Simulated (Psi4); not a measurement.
**singlet CH3Cl2Si+ at 5 levels**

We compute a comparison of 5 runs (B3LYP/6-31G*, BHLYP/6-31G*, M06-2X/6-31G*, M06-L/6-31G*, TPSS/6-31G*) of singlet CH3Cl2Si+. 

The results are computed with Psi4 1.11.

3 further runs of the same task are left out: 3 that didn't finish.

## Step 1: The molecule

CH3Cl2Si+: 7 atoms, total charge +1, spin state singlet. SMILES of the parent species: `[CH2][SiH](Cl)Cl`. The shape is that of a PBE0-D4/def2-TZVP optimisation. This is one conformer, not always the lowest. That shape belongs to the parent species and isn't relaxed for this state.

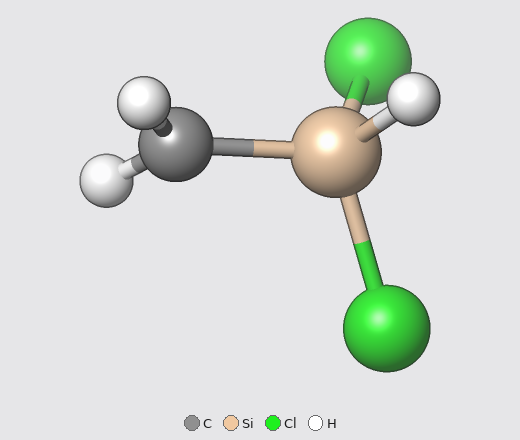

The structure, seen from a chosen angle (carbon grey, silicon light orange, chlorine green, hydrogen white).

## Step 2: Energy and forces at B3LYP/6-31G(d) (spherical functions) (run 1)

ch3cl2si.xyz reads:

```xyz
7
CH3Cl2Si
C     -0.692700     0.892600     0.197500
Si     0.466300    -0.499500    -0.003900
Cl     1.593800    -0.235400    -1.694300
Cl    -0.574000    -2.252500    -0.209200
H     -1.447700     1.127200    -0.545500
H     -0.668800     1.540600     1.067500
H      1.384500    -0.641000     1.142000
```

ch3cl2si_ase.py reads:

```python
import numpy as np
from ase.calculators.psi4 import Psi4
from ase.io import read

atoms = read('ch3cl2si.xyz')
calc = Psi4(atoms=atoms, method='b3lyp', basis='6-31G*', memory='2200MB', num_threads=1, charge=1, multiplicity=1, label='psi4-calc')
calc.psi4.set_options({'puream': True, 'e_convergence': 1e-09, 'd_convergence': 1e-08, 'scf_type': 'pk', 'dft_radial_points': 99, 'dft_spherical_points': 590})
atoms.calc = calc

forces = atoms.get_forces()
print(f'energy: {atoms.get_potential_energy():.6f} eV')
print('forces / eV A^-1')
print(np.round(forces, 5))
```

Command:

```console
$ python ch3cl2si_ase.py
```

psi4-calc.dat:

```text
[...]
  Running in c1 symmetry.
[...]
  Nuclear repulsion =  261.789143782980091
[...]
  Multiplicity = 1
[...]
  Nalpha       = 28
  Nbeta        = 28
[...]
    Number of basis functions: 74
[...]
   @RKS iter   1: -1249.44187566818960    1.02144e-01   3.08628e-03 DIIS/ADIIS
[...]
   @RKS iter  12: -1249.47328540931767   -1.00044e-11   9.90229e-09 DIIS
[...]
  @RKS Final Energy: -1249.47328540931767
   => Energetics <=
    Nuclear Repulsion Energy =            261.7891437829800907
    One-Electron Energy =               -2233.9521355976789891
    Two-Electron Energy =                 790.1456092407520373
    DFT Exchange-Correlation Energy =     -67.4559028353707930
    Empirical Dispersion Energy =           0.0000000000000000
    VV10 Nonlocal Energy =                  0.0000000000000000
    Total Energy =                      -1249.4732854093176684
[...]
 Multipole Moments:
 ------------------------------------------------------------------------------------
     Multipole            Electronic (a.u.)      Nuclear  (a.u.)        Total (a.u.)
 ------------------------------------------------------------------------------------
 L = 1.  Multiply by 2.5417464519 to convert [e a0] to [Debye]
 Dipole X            :          0.7809558           -1.9619314           -1.1809756
 Dipole Y            :         -2.7891499            4.9504236            2.1612738
 Dipole Z            :         -2.6571908            3.8587550            1.2015642
 Magnitude           :                                                    2.7403584
[...]
  -Total Gradient:
     Atom            X                  Y                   Z
    ------   -----------------  -----------------  -----------------
       1        0.015186824273    -0.012543823666     0.006157629357
       2       -0.042955203677     0.047331139242     0.000911767139
       3        0.007503813611    -0.011116011092    -0.002390555915
       4        0.008300525551    -0.010034977568    -0.003157642647
       5        0.005737534819    -0.003344557855     0.003538034511
       6        0.001396125606    -0.005198883064    -0.005142005038
       7        0.004827316235    -0.005089829313     0.000082699664
[...]
```

On the terminal:

```text
energy: -33999.899896 eV
forces / eV A^-1
[[-0.78094  0.64503 -0.31664]
 [ 2.20885 -2.43387 -0.04688]
 [-0.38586  0.57161  0.12293]
 [-0.42683  0.51602  0.16237]
 [-0.29504  0.17198 -0.18193]
 [-0.07179  0.26734  0.26441]
 [-0.24823  0.26173 -0.00425]]
```

Run time: 37 s. Hardware: 1 thread of Intel Xeon Platinum 8259CL at 2.50GHz (Skylake/Cascade Lake), shared host; peak memory 0.94 GiB.

## Step 3: Energy and gradient at BHLYP/6-31G(d) (spherical functions) (run 2)

input.inp reads:

```
memory 2200 MB

molecule molecule1 {
  1 1
  C
  Si 1 r2
  Cl 2 r3 1 a3
  Cl 2 r4 1 a4 3 d4
  H 1 r5 2 a5 4 d5
  H 1 r6 5 a6 2 d6
  H 2 r7 1 a7 5 d7

  r2 = 1.822577
  r3 = 2.049014
  a3 = 110.0375
  r4 = 2.048751
  a4 = 109.98181
  d4 = -118.70851
  r5 = 1.084948
  a5 = 122.14119
  d5 = -58.24878
  r6 = 1.085069
  a6 = 115.80329
  d6 = 179.84052
  r7 = 1.475195
  a7 = 112.53432
  d7 = -178.91823
  units angstrom
  symmetry c1
}

set {
  basis 6-31G*
  reference rks
  puream true
  e_convergence 1e-09
  d_convergence 1e-08
  scf_type pk
  dft_radial_points 99
  dft_spherical_points 590
}

energy_value, wavefunction = gradient('bhhlyp', return_wfn=True)
oeprop(wavefunction, 'MULLIKEN_CHARGES', 'MAYER_INDICES', 'QUADRUPOLE')
```

Command:

```console
$ psi4 -n 1 input.inp input.out
```

input.out:

```text
[...]
  Running in c1 symmetry.
[...]
  Nuclear repulsion =  261.789124727627154
[...]
  Multiplicity = 1
[...]
  Nalpha       = 28
  Nbeta        = 28
[...]
    Number of basis functions: 74
[...]
   @RKS iter   1: -1249.37480599267269    5.79960e-03   2.62904e-03 DIIS/ADIIS
[...]
   @RKS iter  13: -1249.40319069466022   -5.00222e-12   3.89808e-09 DIIS
[...]
  @RKS Final Energy: -1249.40319069466022
   => Energetics <=
    Nuclear Repulsion Energy =            261.7891247276271542
    One-Electron Energy =               -2234.1151906952504760
    Two-Electron Energy =                 765.8856395423101731
    DFT Exchange-Correlation Energy =     -42.9627642693470264
    Empirical Dispersion Energy =           0.0000000000000000
    VV10 Nonlocal Energy =                  0.0000000000000000
    Total Energy =                      -1249.4031906946602248
[...]
  -Total Gradient:
     Atom            X                  Y                   Z
    ------   -----------------  -----------------  -----------------
       1        0.006464680187     0.004402469587     0.032044528464
       2        0.000669596358    -0.000034570967    -0.084826696417
       3       -0.001929165785    -0.009380707095     0.018239519345
       4       -0.009279626508     0.002826986657     0.017971299503
       5        0.000260227500     0.000088610152     0.002799403556
       6       -0.000200873147    -0.000256137500     0.002874715596
       7        0.004015307615     0.002353497224     0.010893596789
[...]
 Multipole Moments:
 ------------------------------------------------------------------------------------
     Multipole            Electronic (a.u.)      Nuclear  (a.u.)        Total (a.u.)
 ------------------------------------------------------------------------------------
 L = 1.  Multiply by 2.5417464519 to convert [e a0] to [Debye]
 Dipole X            :         -2.0921198            3.1613071            1.0691872
 Dipole Y            :         -1.2429281            1.8689052            0.6259770
 Dipole Z            :          2.4454985           -5.4551992           -3.0097007
 Magnitude           :                                                    3.2547361
 L = 2.  Multiply by 1.3450342976 to convert [e a0^2] to [Debye ang]
 Quadrupole XX       :       -164.0734198          135.2933564          -28.7800634
 Quadrupole XY       :        118.2951373         -117.3594285            0.9357088
[...]
```

It took 36 s on 1 thread of Intel Xeon Platinum 8259CL at 2.50GHz (Skylake/Cascade Lake), shared host; peak memory 0.93 GiB.

Runs 3 to 4 aren't shown in full; the table further down has their settings and results.

## Step 4: The energy at TPSS/6-31G(d) (spherical functions) (run 5)

calc.in reads:

```
memory 2200 MB

molecule molecule1 {
  1 1
  C     -0.692700     0.892600     0.197500
  Si     0.466300    -0.499500    -0.003900
  Cl     1.593800    -0.235400    -1.694300
  Cl    -0.574000    -2.252500    -0.209200
  H     -1.447700     1.127200    -0.545500
  H     -0.668800     1.540600     1.067500
  H      1.384500    -0.641000     1.142000
  units angstrom
  symmetry c1
  no_reorient
  no_com
}

set basis 6-31G*
set reference rks
set puream true
set e_convergence 1e-09
set d_convergence 1e-08
set scf_type pk
set dft_radial_points 99
set dft_spherical_points 590

energy_value, wavefunction = energy('tpss', return_wfn=True)
print_variables()
```

Command:

```console
$ psi4 -n 1 calc.in calc.out
```

calc.out:

```text
[...]
  Running in c1 symmetry.
[...]
  Nuclear repulsion =  261.789143782980091
[...]
  Multiplicity = 1
[...]
  Nalpha       = 28
  Nbeta        = 28
[...]
    Number of basis functions: 74
[...]
   @RKS iter   1: -1249.45279480039494    1.59547e-01   4.10384e-03 ADIIS/DIIS
[...]
   @RKS iter  13: -1249.50612544981072   -3.02407e-11   3.14052e-09 DIIS
[...]
    Orbital Energies [Eh]
    ---------------------
    Doubly Occupied:
       1A   -101.205116     2A   -101.204600     3A    -65.964259
       4A    -10.348189     5A     -9.459288     6A     -9.458794
       7A     -7.237530     8A     -7.236989     9A     -7.231969
      10A     -7.231503    11A     -7.228696    12A     -7.228219
      13A     -5.396543    14A     -3.773259    15A     -3.771888
      16A     -3.768311    17A     -1.003896    18A     -0.975873
      19A     -0.924300    20A     -0.715370    21A     -0.680536
      22A     -0.607454    23A     -0.588485    24A     -0.570612
      25A     -0.517500    26A     -0.508369    27A     -0.493147
      28A     -0.491828
[...]
  @RKS Final Energy: -1249.50612544981072
   => Energetics <=
    Nuclear Repulsion Energy =            261.7891437829800907
    One-Electron Energy =               -2233.8954752641411687
    Two-Electron Energy =                 806.3719848750329220
    DFT Exchange-Correlation Energy =     -83.7717788436826112
    Empirical Dispersion Energy =           0.0000000000000000
    VV10 Nonlocal Energy =                  0.0000000000000000
    Total Energy =                      -1249.5061254498107246
[...]
 Multipole Moments:
 ------------------------------------------------------------------------------------
     Multipole            Electronic (a.u.)      Nuclear  (a.u.)        Total (a.u.)
 ------------------------------------------------------------------------------------
 L = 1.  Multiply by 2.5417464519 to convert [e a0] to [Debye]
 Dipole X            :        -36.2699348           35.8605768           -0.4093580
 Dipole Y            :         79.6732519          -79.1887843            0.4844676
 Dipole Z            :         55.9103449          -55.8699419            0.0404030
 Magnitude           :                                                    0.6355433
[...]
```

It took 67 s on 1 thread of Intel Xeon Platinum 8259CL at 2.50GHz (Skylake/Cascade Lake), shared host; peak memory 1.1 GiB.

## Step 5: The series

| run | level | task | energy (Eh) | HOMO energy (eV) | LUMO energy (eV) | HOMO–LUMO gap (eV) | wall time |
| --- | --- | --- | --- | --- | --- | --- | --- |
| 1 | B3LYP/6-31G* (spherical functions) | gradient | -1249.473285 | -14.24 | -12.02 | 2.22 | 37 s |
| 2 | BHLYP/6-31G* (spherical functions) | gradient | -1249.403191 | -15.51 | -10.92 | 4.59 | 36 s |
| 3 | M06-2X/6-31G* (spherical functions) | gradient | -1249.333080 | -15.62 | -11.03 | 4.59 | 74 s |
| 4 | M06-L/6-31G* (spherical functions) | gradient | -1249.411314 | -13.53 | -12.54 | 0.99 | 66 s |
| 5 | TPSS/6-31G* (spherical functions) | energy | -1249.506125 | -13.38 | -12.45 | 0.93 | 67 s |

## Step 6: What came out

| quantity | value |
| --- | --- |
| run 5: total energy | -1249.50613 Eh |
| run 5: HOMO energy | -13.38 eV |
| run 5: LUMO energy | -12.45 eV |
| run 5: HOMO–LUMO gap | 0.93 eV |

What this shows: The HOMO–LUMO gap runs from 0.93 eV (TPSS/6-31G*) to 4.59 eV (BHLYP/6-31G*). Totals of different functionals can't be ranked against each other. All runs together took 4.7 min, the longest 74 s.
